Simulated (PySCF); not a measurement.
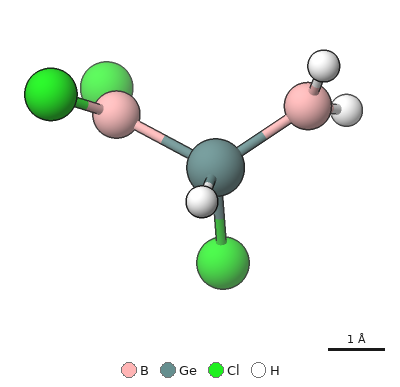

Starting structure of B2GeH3Cl3. The picture is a ball-and-stick view, seen face on.

The start comes from GFN2-xTB. Its atoms were then displaced at random by about 0.01 Å.

Computed with PBE0-D3(BJ)/def2-SVP geometry optimisation, gas phase in PySCF.

```xyz
9

B    -1.7576   -0.0875    0.5087
Ge   -0.0387    0.6131   -0.2468
Cl   -0.1941    0.8615   -2.3781
B     1.6527   -0.5964    0.0431
Cl    2.9018   -0.1385    1.0479
Cl    1.6724   -2.1176   -0.7200
H    -2.5221   -0.6458   -0.1668
H    -2.0054    0.0746    1.6307
H     0.3488    2.0194    0.2476
```

### Predict the outcome.

Cl5 moves most after the best rigid fit: 1.08 Å. By element the largest moves are Cl 1.08 Å, H 0.45 Å, B 0.17 Å, Ge 0.16 Å. Some distances before and after: B4–Cl5 1.667 → 1.748 Å, B1–Ge2 2.004 → 2.051 Å, B1–H8 1.160 → 1.207 Å, B1–H7 1.163 → 1.205 Å. Bond angles that change, for instance: Ge2–B4–Cl6 117.5° → 122.5°, Ge2–B4–Cl5 121.9° → 117.8°, B1–Ge2–H9 114.5° → 110.5°. Groups turn about Ge2–B4 by about 50°, B1–Ge2 by about 20°. The energy falls by 5.95 kcal/mol in 15 geometry steps.

The structure at the end:

```xyz
9

B    -1.7088    0.0172    0.6277
Ge   -0.0283    0.5781   -0.4060
Cl   -0.3610    0.4917   -2.5595
B     1.6106   -0.6163    0.0197
Cl    2.1859   -0.6528    1.6703
Cl    2.4041   -1.5765   -1.1902
H    -2.7178   -0.3103    0.0573
H    -1.6665    0.0076    1.8342
H     0.3395    2.0444   -0.0874
```

The end point in the same view:

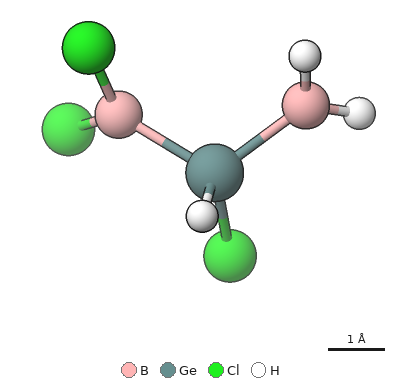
